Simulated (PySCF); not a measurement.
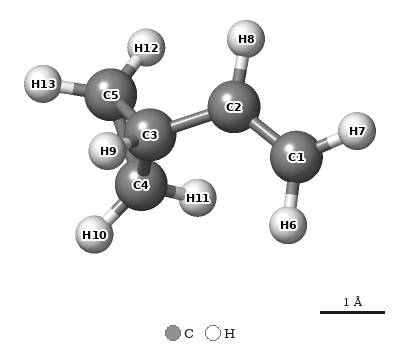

C$_{5}$H$_{8}$, before the relaxation. Style: ball-and-stick. Shown at a tilt.

The start comes from MMFF94s.

The calculation used PBE0-D3(BJ)/def2-SVP geometry optimisation, gas phase in PySCF 2.14.0, density-fitted response routines.

```xyz
13

C     1.9602   -0.0739    0.7412
C     1.1433    0.1271   -0.3008
C    -0.2457    0.5828   -0.2193
C    -1.2866   -0.3415    0.3560
C    -1.2709   -0.0582   -1.1176
H     1.6224    0.0885    1.7596
H     2.9820   -0.4069    0.5924
H     1.5404   -0.0454   -1.3000
H    -0.3602    1.6449   -0.0230
H    -2.0786    0.0989    0.9509
H    -0.9872   -1.3305    0.6845
H    -0.9651   -0.8592   -1.7812
H    -2.0540    0.5733   -1.5215
```

### Predict the outcome.

The largest move after the best rigid fit is that of H6, 1.09 Å. Largest moves by element: H 1.09 Å, C 0.36 Å. Near-neighbour distances that change, for instance: C2–C3 1.464 → 1.482 Å, C1–H6 1.085 → 1.094 Å, C2–H8 1.089 → 1.098 Å, C3–C4 1.506 → 1.498 Å. Among the angles between lasting bonds that change: C2–C3–C4 119.1° → 122.6°, C5–C3–H9 116.9° → 114.4°, C3–C5–H12 119.2° → 117.0°. Groups turn about C2–C3 by about 55°. Over 11 geometry steps the energy falls by 0.134 eV. Largest force component: 1 eV/Å at the start, 0.0042 eV/Å at the end. The run took of the order of 30 core-seconds on a shared host.

History of the run:

```
step  E − E(0), eV  largest force component, eV/Å
   0        0.0000                         1.0479
   1       -0.0521                         0.2066
   2       -0.0609                         0.0934
   3       -0.0694                         0.2630
   4       -0.0836                         0.2212
   5       -0.0998                         0.6131
   6       -0.1211                         0.2543
   7       -0.1287                         0.1488
   8       -0.1333                         0.0785
   9       -0.1339                         0.0668
  10       -0.1342                         0.0251
  11       -0.1342                         0.0042
```

Final geometry:

```xyz
13

C     1.8362   -0.3732    0.5805
C     1.1867    0.4197   -0.2743
C    -0.2710    0.6874   -0.2929
C    -1.2538   -0.1455    0.4713
C    -1.2061   -0.2490   -1.0222
H     1.3200   -0.8903    1.3948
H     2.9144   -0.5311    0.4986
H     1.7607    0.9261   -1.0608
H    -0.5224    1.7495   -0.3963
H    -2.1034    0.3643    0.9326
H    -0.8749   -0.9908    1.0511
H    -0.7662   -1.1528   -1.4527
H    -2.0201    0.1857   -1.6085
```

After the run, drawn alike:

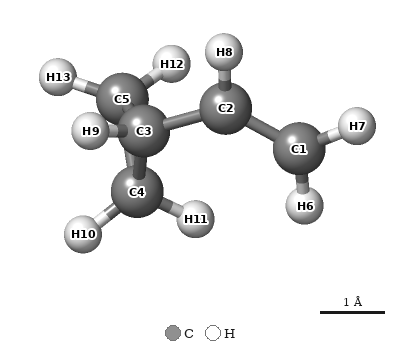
